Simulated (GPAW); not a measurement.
# B K-edge XANES of CrB (Cmcm)

Aim: the dependence of the B K near-edge features of CrB (Cmcm) on volume.

Method: X-ray absorption from dipole matrix elements to empty bands, plane-wave PAW LDA, in GPAW 26.7.0.

## Step 1: The starting structure

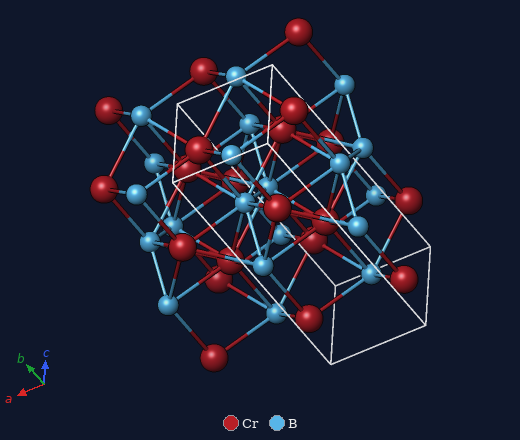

The cell as given, from a free direction (chromium red, boron blue). 2×1×2 cells are drawn. This picture shows the conventional cell, with its axes. Some periodic images of atoms are drawn too.

## Step 2: Ground state of the crystal

The ground state comes first: it tells whether the system has a gap, which decides how the excited electron is treated.

scf.py reads:

```python
import numpy as np
from ase import Atoms
from ase.parallel import parprint, paropen
from gpaw import GPAW, PW, FermiDirac, Mixer, MixerDif, setup_paths
from gpaw.test import gen
setup_paths.insert(0, '.')
gen('B', name='nch1s', xcname='LDA', corehole=(1, 0, 0), write_xml=True)
from gpaw.mpi import world
world.barrier()

atoms = Atoms('Cr2B2',
    cell=[[1.4845, -3.929, 0],
     [1.4845, 3.929, 0],
     [0, 0, 2.932]],
    scaled_positions=[[0.1445, 0.8555, 0.25],
     [0.8555, 0.1445, 0.75],
     [0.435, 0.565, 0.25],
     [0.565, 0.435, 0.75]],
    magmoms=[3.0, 3.0, 0.0, 0.0],
    pbc=True)
atoms.calc = calc = GPAW(legacy_gpaw=True, mode=PW(430, force_complex_dtype=True), xc='LDA', setups={2: 'nch1s'},
    kpts={'size': (9, 9, 8), 'gamma': True}, occupations=FermiDirac(0.05),
    charge=0, mixer=MixerDif(0.05, 8, 50), maxiter=150,
    convergence={'density': 0.0001, 'eigenstates': 1e-6}, txt='scf.txt')
energy = atoms.get_potential_energy() + calc.get_reference_energy()
ef = calc.get_fermi_level()
out = dict(energy=energy, fermi=ef, forces=atoms.get_forces().tolist(), magmoms=atoms.get_magnetic_moments().tolist())
parprint(f'all-electron energy {energy:.4f} eV, Fermi level {ef:.4f} eV')
ev = np.array([[calc.get_eigenvalues(k, s) for k in range(len(calc.get_ibz_k_points()))] for s in range(calc.get_number_of_spins())])
out['homo'], out['lumo'], out['counts'] = ev[ev < ef].max(), ev[ev > ef].min(), sorted(set((ev < ef).sum((0, 2)).tolist()))
out['filled'] = (ev[:, 0] < ef).sum(1).tolist()
import json
with paropen('out.json', 'w') as f:
    json.dump(out, f)
```

Command:

```
> OMP_NUM_THREADS=1 mpirun -n 4 gpaw python scf.py
```

Numbers of over 12 decimals in the logs are rounded to 6 here.

Output:

```text
Input parameters:
  convergence: {density: 0.0001,
                eigenstates: 1e-06}
  kpts: {gamma: True,
         size: (9, 9, 8)}
  maxiter: 150
  mixer: {backend: pulay,
          beta: 0.05,
          method: difference,
          nmaxold: 8,
          weight: 50}
  mode: {ecut: 430.0,
         force_complex_dtype: True,
         name: pw}
  occupations: {fixmagmom: False,
                name: fermi-dirac,
                width: 0.05}
  setups: {2: nch1s}

Initialize ...

[... PAW data sets ...]

Reference energy: -58378.595294  # eV

Spin-polarized calculation.
Initial magnetic moment: 6.000000

[... convergence settings ...]
Symmetries present (total): 2
  [... symmetry matrices ...]

648 k-points: 9 x 9 x 8 Monkhorst-Pack grid + [0.000000,0.000000,1/16]
185 k-points in the irreducible part of the Brillouin zone
       k-points in crystal coordinates                weights
   0:     0.00000000    0.00000000    0.00000000          1/648
   1:     0.00000000    0.00000000    0.12500000          2/648
   2:     0.00000000    0.00000000    0.25000000          2/648
   3:     0.00000000    0.00000000    0.37500000          2/648
   4:     0.00000000    0.00000000    0.50000000          1/648
   5:     0.11111111   -0.11111111   -0.37500000          2/648
   6:     0.11111111   -0.11111111   -0.25000000          2/648
   7:     0.11111111   -0.11111111   -0.12500000          2/648
   8:     0.11111111   -0.11111111    0.00000000          2/648
   9:     0.11111111   -0.11111111    0.12500000          2/648
          ...
 184:     0.44444444    0.44444444    0.50000000          2/648

Wave functions: Plane wave expansion
  Cutoff energy: 430.000 eV
  Number of coefficients (min, max): 661, 706
  Pulay-stress correction: 0.000000 eV/Ang^3 (de/decut=0.000000)
  Using FFTW library
  Wavefunction extrapolation:
    Improved wavefunction reuse through dual PAW basis

Occupation numbers: Fermi-Dirac:
  width: 0.0500  # eV

Eigensolver
   Davidson(niter=2)

Densities:
  Coarse grid: 21*21*15 grid
  Fine grid: 42*42*30 grid
  Total Charge: 0.000000

Density mixing:
  Method: difference
  Backend: pulay
  Linear mixing parameter: 0.05
  old densities: 8
  Width of damping distribution: 1.1
  Damping of long wavelength oscillations: 50

[... Hamiltonian set-up ...]
Number of atoms: 4
Number of atomic orbitals: 26
Number of bands in calculation: 19
Number of valence electrons: 18
Bands to converge: occupied

... initialized

Initializing position-dependent things.

Density initialized from atomic densities
Creating initial wave functions:
  19 bands from LCAO basis set

         B Cr
       CrB

Atomic positions and initial magnetic moments

Positions:
   0 Cr     1.484500    2.793519    0.733000    ( 0.0000,  0.0000,  3.0000)
   1 Cr     1.484500   -2.793519    2.199000    ( 0.0000,  0.0000,  3.0000)
   2 B      1.484500    0.510770    0.733000    ( 0.0000,  0.0000,  0.0000)
   3 B      1.484500   -0.510770    2.199000    ( 0.0000,  0.0000,  0.0000)

Unit cell:
           periodic     x           y           z      points  spacing
  1. axis:    yes    1.484500   -3.929000    0.000000    21     0.1323
  2. axis:    yes    1.484500    3.929000    0.000000    21     0.1323
  3. axis:    yes    0.000000    0.000000    2.932000    15     0.1955

  Lengths:   4.200093   4.200093   2.932000
  Angles:   90.000000  90.000000 138.603710

Effective grid spacing dv^(1/3) = 0.1729

iter:   1   -37.863792                   +5.9911
iter:   2   -38.459431   -0.94  -1.06    +3.3489
iter:   3   -38.098683   -1.00  -1.12    +1.2051
iter:   4   -38.156942   -2.20  -1.58    +0.8314
iter:   5   -38.137065   -2.03  -1.49    +0.3953
iter:   6   -38.114158   -1.82  -1.71    +0.0539
iter:   7   -38.117331   -2.20  -2.42    +0.0370
iter:   8   -38.118740c  -2.48  -2.41    +0.0198
iter:   9   -38.118339c  -2.81  -2.40    +0.0201
iter:  10   -38.120212c  -2.82  -2.26    +0.0164
iter:  11   -38.120573c  -3.08  -3.01    +0.0103
iter:  12   -38.120851c  -3.30  -3.21    +0.0035
iter:  13   -38.120827c  -3.51  -3.03    -0.0013
iter:  14   -38.120810c  -3.74  -3.29    -0.0001
iter:  15   -38.120907c  -3.92  -3.28    -0.0001
iter:  16   -38.120932c  -4.09  -3.78    -0.0000
iter:  17   -38.120945c  -4.22  -3.83    -0.0000
iter:  18   -38.120957c  -4.36  -4.24c   +0.0000
iter:  19   -38.120967c  -4.56  -4.43c   -0.0000
iter:  20   -38.120972c  -4.72  -4.49c   +0.0001
iter:  21   -38.120978c  -4.85  -4.70c   +0.0001
iter:  22   -38.120980c  -5.08  -4.73c   +0.0001
iter:  23   -38.120982c  -5.28  -4.79c   +0.0001
iter:  24   -38.120983c  -5.44  -4.72c   +0.0001
iter:  25   -38.120984c  -5.59  -4.66c   +0.0000
iter:  26   -38.120984c  -5.72  -4.40c   +0.0000
iter:  27   -38.120985c  -5.89  -4.31c   +0.0000
iter:  28   -38.120985c  -6.01c -4.27c   +0.0000

Converged after 28 iterations.

Dipole moment: (0.000000, -0.000000, -0.000000) |e|*Ang

Total magnetic moment: (0.000000, 0.000000, 0.000015)
Local magnetic moments:
   0 Cr ( 0.000000,  0.000000, -0.000002)
   1 Cr ( 0.000000,  0.000000, -0.000002)
   2 B  ( 0.000000,  0.000000, -0.000001)
   3 B  ( 0.000000,  0.000000, -0.000001)

Energy contributions relative to reference atoms: (reference = -58378.595294)

Kinetic:        -20.237909
Potential:       +9.891199
External:        +0.000000
XC:             -28.038052
Entropy (-ST):   -0.024829
Local:           +0.276191
SIC:             +0.000000
--------------------------
Free energy:    -38.133400
Extrapolated:   -38.120985

Spin contamination: 0.000014 electrons
Showing only first 2 kpts
                      Up                     Down
 Kpt  Band  Eigenvalues  Occupancy  Eigenvalues  Occupancy
  0     7     10.78397    1.00000     10.78397    1.00000
  0     8     11.29219    0.99473     11.29219    0.99473
  0     9     11.44414    0.90037     11.44415    0.90035
  0    10     11.89711    0.00105     11.89711    0.00105

  1     7     10.35909    1.00000     10.35909    1.00000
  1     8     11.48408    0.80258     11.48408    0.80258
  1     9     11.48422    0.80213     11.48423    0.80210
  1    10     11.95362    0.00034     11.95362    0.00034

Fermi level: 11.55420

No gap
No difference between direct/indirect transitions

Forces in eV/Ang:
  0 Cr    0.00000    0.04977   -0.00017
  1 Cr    0.00000   -0.04977    0.00017
  2 B     0.00000   -0.08565    0.00005
  3 B     0.00000    0.08565   -0.00005
Scalar-relativistic atomic LDA calculation for B (Boron, Z=5)
Core hole in 1s state (1s occupation: 2.0)
300 radial gridpoints.
|------------------------------------------------|
|------------------------------------------------|
[... the atom generator's iteration count ...]

Energy contributions:
-------------------------
Kinetic:      +24.180604
XC:            -3.523894
Potential:    -45.007336
-------------------------
Total:        -24.350626

state      eigenvalue         ekin         rmax
-----------------------------------------------
1s^2.0 :    -6.565858    10.670813        0.212
2s^2.0 :    -0.344821     1.048488        1.518
2p^1.0 :    -0.136481     0.742001        1.561
-----------------------------------------------
(units: Bohr and Hartree)

Generating PAW setup
Kinetic energy of the core from tauc = 21.348427
Cutoffs:
rc(s)=1.200
rc(p)=1.200
rc(d)=1.200
rc(vbar)=1.080
rc(comp)=1.200
rc(nct)=1.200

Kinetic energy of the core states: 21.341627
Charge: 0.0
Core electrons: 2.0
Valence electrons: 3.0
Pseudo-core charge: 0.117059
Shape function alpha=6.944
Pseudo-electron charge 3.110279
state    eigenvalue         norm
--------------------------------
2s(2) :    -0.344821     1.005361
*s    :     0.655179
2p(1) :    -0.136481     0.982498
*p    :     0.863519
*d    :     0.000000
--------------------------------

Diagonalizing with gridspacing h=0.050

state   all-electron     PAW
-------------------------------
2s:      -0.344821    -0.345234
2p:      -0.136481    -0.136840
*d:                    0.041809
*f:                    0.072211
-------------------------------
all-electron energy -58416.7163 eV, Fermi level 11.5542 eV
```

It took 71 s on 4 MPI ranks of Arm Neoverse V1, shared host; peak memory 0.24 GiB; 4.8 min of CPU time.

The mesh shows no gap, so the system is treated as a metal and the core electron is put at the Fermi level (neutral cell).

## Step 3: Reference energy of the supercell

The photon energy needs a difference of total energies, so the cell and mesh of the coming hole run are first run without a hole.

scf.py, as its differences from that of step 2:

```diff
@@ -10,14 +10,26 @@
 
-atoms = Atoms('Cr2B2',
-    cell=[[1.4845, -3.929, 0],
-     [1.4845, 3.929, 0],
-     [0, 0, 2.932]],
-    scaled_positions=[[0.1445, 0.8555, 0.25],
-     [0.8555, 0.1445, 0.75],
-     [0.435, 0.565, 0.25],
-     [0.565, 0.435, 0.75]],
-    magmoms=[3.0, 3.0, 0.0, 0.0],
+atoms = Atoms('Cr8B8',
+    cell=[[1.4845, -3.929, 2.932],
+     [1.4845, 3.929, 2.932],
+     [-5.938, 0, 0]],
+    scaled_positions=[[0.7695, 0.4805, 0.8125],
+     [0.2695, 0.9805, 0.0625],
+     [0.7695, 0.4805, 0.3125],
+     [0.2695, 0.9805, 0.5625],
+     [0.7305, 0.0195, 0.9375],
+     [0.2305, 0.5195, 0.1875],
+     [0.7305, 0.0195, 0.4375],
+     [0.2305, 0.5195, 0.6875],
+     [0.06, 0.19, 0.8125],
+     [0.56, 0.69, 0.0625],
+     [0.06, 0.19, 0.3125],
+     [0.56, 0.69, 0.5625],
+     [0.44, 0.31, 0.9375],
+     [0.94, 0.81, 0.1875],
+     [0.44, 0.31, 0.4375],
+     [0.94, 0.81, 0.6875]],
+    magmoms=[3.0, 3.0, 3.0, 3.0, 3.0, 3.0, 3.0, 3.0, 0.0, 0.0, 0.0, 0.0, 0.0, 0.0, 0.0, 0.0],
     pbc=True)
-atoms.calc = calc = GPAW(legacy_gpaw=True, mode=PW(430, force_complex_dtype=True), xc='LDA', setups={2: 'nch1s'},
-    kpts={'size': (9, 9, 8), 'gamma': True}, occupations=FermiDirac(0.05),
+atoms.calc = calc = GPAW(legacy_gpaw=True, mode=PW(430, force_complex_dtype=True), xc='LDA', setups={8: 'nch1s'},
+    kpts={'size': (4, 4, 3), 'gamma': True}, occupations=FermiDirac(0.1),
     charge=0, mixer=MixerDif(0.05, 8, 50), maxiter=150,
```

Output:

```text
Input parameters:
  convergence: {density: 0.0001,
                eigenstates: 1e-06}
  kpts: {gamma: True,
         size: (4, 4, 3)}
  maxiter: 150
  mixer: {backend: pulay,
          beta: 0.05,
          method: difference,
          nmaxold: 8,
          weight: 50}
  mode: {ecut: 430.0,
         force_complex_dtype: True,
         name: pw}
  occupations: {fixmagmom: False,
                name: fermi-dirac,
[...]
2s(2) :    -0.344821     1.005361
*s    :     0.655179
2p(1) :    -0.136481     0.982498
*p    :     0.863519
*d    :     0.000000
--------------------------------

Diagonalizing with gridspacing h=0.050

state   all-electron     PAW
-------------------------------
2s:      -0.344821    -0.345234
2p:      -0.136481    -0.136840
*d:                    0.041809
*f:                    0.072211
-------------------------------
all-electron energy -233666.8733 eV, Fermi level 11.5431 eV
[key lines of the parts left out:]
Converged after 39 iterations.
Dipole moment: (-0.000000, 0.000000, 0.000000) |e|*Ang
Free energy:   -152.688051
Fermi level: 11.54312
```

It took 2.9 min on 4 MPI ranks; peak memory 0.42 GiB.

Reference energy: -233666.873 eV with the cores included.

(Part 1 of 3 ends here.)

[Banner, clock and machine lines of the logs are left out without a mark of their own.]

[Logs are printed without paths, hosts, clocks, repeated set-up lines and the standing remarks that a program may print on its own settings, such as how far it seeks lower states.]

[Hosts, paths, dates, database ids (printed as entryN), source tags and the programs' standing remarks are cut or masked in the printed files.]

[Lists of maxima count a maximum above −3 eV only where it reaches 4 % of the highest in the window and stands out from its surroundings by 2 % of it (1.5 % where it reaches 55 %); shoulders and weaker maxima are passed over, and of the rest the first, up to two pre-edge ones and the few strongest are named.]
